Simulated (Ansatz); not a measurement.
# Calculations on SnH₅OF

**1. Relaxation**

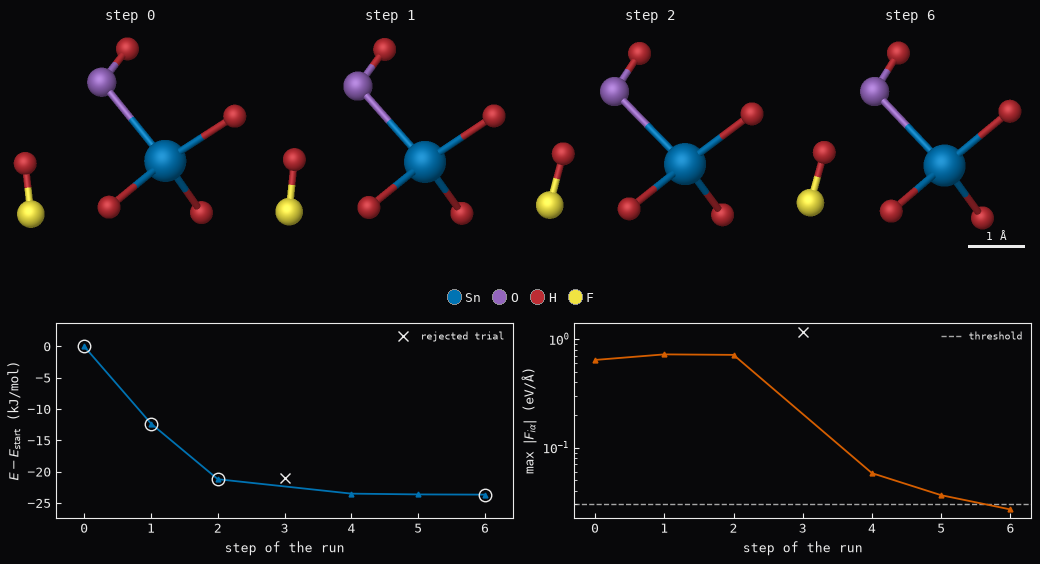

Frames of a relaxation of SnH5OF, marked on the history of the run. The picture is a ball-and-stick view, seen at a tilt.

The run prepares an end point of a later path (reaction) calculation, from a guessed geometry.

Level of theory: RKS PBE0/def2-SVP in Ansatz 0.2.0. Settings: no spin polarisation; force threshold 0.03 eV/Å; at most 50 steps.

Q: Describe the path.

A: The energy falls by 23.6 kJ/mol in 5 accepted moves (6 points after the start). Largest force component: 0.64 eV/Å at the start, 0.027 eV/Å at the end. The line search rejected the trial step at point 3 of the run. The atom that moves furthest after the best rigid fit is an H atom (0.42 Å). Largest moves by element: H 0.42 Å, O 0.23 Å, F 0.21 Å, Sn 0.09 Å. Among the contacts that change: F–Sn 3.072 → 2.999 Å, O–Sn 1.981 → 2.032 Å, F–H 0.925 → 0.957 Å, H–Sn 1.722 → 1.718 Å. Bond angles that change, for instance: O–Sn–H 105.7° → 103.6°. Cost: 44 s on 1 thread of Arm Neoverse N1 (shared host), peak memory 0.15 GiB. From step 0 to 1: an H atom moves most (0.20 Å), energy −12.3 kJ/mol. From step 1 to 2: an H atom moves most (0.20 Å), energy −8.87 kJ/mol. From step 2 to 6: an H atom moves most (0.08 Å), energy −2.46 kJ/mol.

**2. Relaxation**

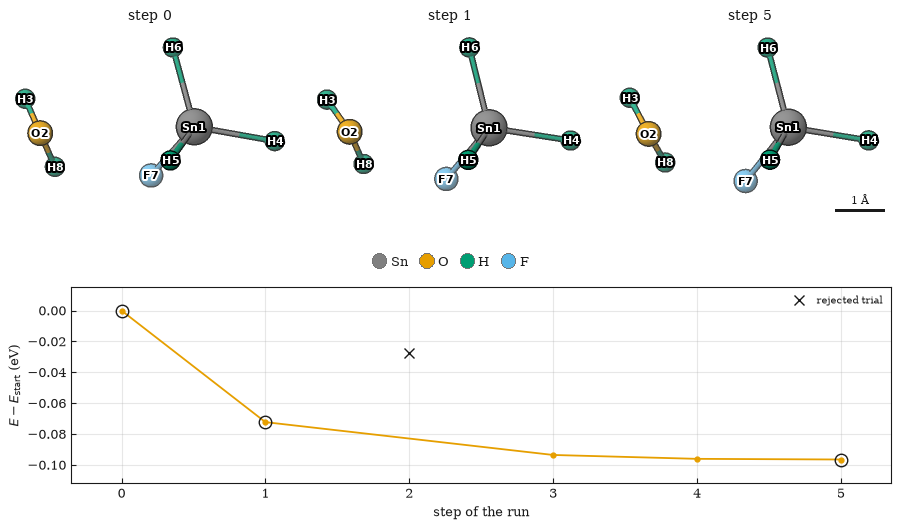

Frames of a relaxation of SnH5OF, marked on the history of the run. A ball-and-stick model, seen face on.

The run prepares an end point of a later path (reaction) calculation, from a guessed geometry.

Computed with RKS PBE0/def2-SVP in Ansatz. (no spin polarisation; force threshold 0.03 eV/Å; at most 50 steps)

What happens along the run?

Answer. Over 4 accepted moves (5 points after the start) the energy falls by 0.096 eV. Largest force component: 0.99 eV/Å at the start, 0.023 eV/Å at the end. The line search rejected the trial step at point 2 of the run. H8 moves most after the best rigid fit: 0.25 Å. Largest moves by element: H 0.25 Å, O 0.18 Å, F 0.16 Å, Sn 0.12 Å. Among the contacts that change: Sn1–O2 3.156 → 2.862 Å, Sn1–F7 1.912 → 1.978 Å, O2–H8 0.984 → 0.974 Å, Sn1–H4 1.710 → 1.719 Å. Among the angles between lasting bonds that change: H6–Sn1–F7 105.1° → 107.8°, H4–Sn1–F7 101.7° → 99.3°, H5–Sn1–F7 106.2° → 108.3°. From step 0 to 1: O2 moves most (0.19 Å), energy −0.072 eV. From step 1 to 5: H8 moves most (0.09 Å), energy −0.024 eV.

**3. Path**

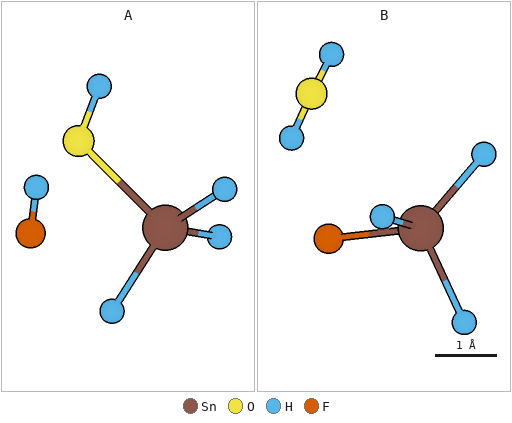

The two relaxed end points of a path for SnH5OF. The picture is a ball-and-stick view, seen from a free direction.

These are results of RKS PBE0/def2-SVP (Ansatz 0.2.0), not measurements.

Settings: 5 movable images; climbing image; force threshold 0.05 eV/Å; iteration limit 60.

Start:
```xyz
8

Sn   -0.0970    0.0841   -0.1003
O     0.0587   -0.1198    1.9154
H    -0.7734   -0.0322    2.3932
H     1.5057    0.2980   -0.6163
H    -1.0425    1.5062   -0.2899
H    -0.9085   -1.2807   -0.7249
F     1.3385   -2.1300    1.3258
H     0.8830   -1.4501    1.8213
```

End:
```xyz
8

Sn    0.3127   -0.1161   -0.3410
O    -0.5216   -0.3567    2.3864
H    -1.0521   -1.1490    2.5249
H     1.2760   -0.2167   -1.7607
H     0.0701    1.4971    0.1393
H    -1.0591   -1.1197   -0.4858
F     1.5501   -0.9672    0.9457
H     0.3885   -0.6963    2.3154
```

Question: Predict the minimum-energy path and its barrier.

Answer: The energy climbs by 6.3 kcal/mol to image 2 and then falls by 12.7 kcal/mol, so the end point sits at −6.3 kcal/mol. Breaking: F7–H8 (0.96 → 1.20 at the top → 1.82 Å), Sn1–O2 (2.03 → 2.18 at the top → 2.86 Å). Forming: O2–H8 (1.57 → 1.14 at the top → 0.97 Å), Sn1–F7 (3.00 → 2.26 at the top → 1.98 Å). The band converged in 23 iterations, with a climbing image at the top. At the top, the vibrational analysis gives one imaginary mode (422i cm⁻¹), as a transition state must have.

Energies of the converged images:

```csv
image,path (Å),E (kcal/mol)
0,0.00,0.0
1,0.44,1.9
2,0.89,6.3
3,2.12,-3.0
4,3.36,-2.9
5,4.59,-4.1
6,5.83,-6.3
```

The geometry at the top of the path:

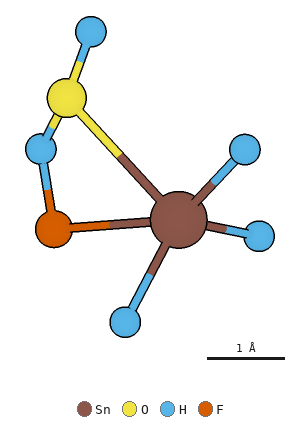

Cost: 10 min on 1 thread of Arm Neoverse N1, on a shared host, peak memory 0.17 GiB.
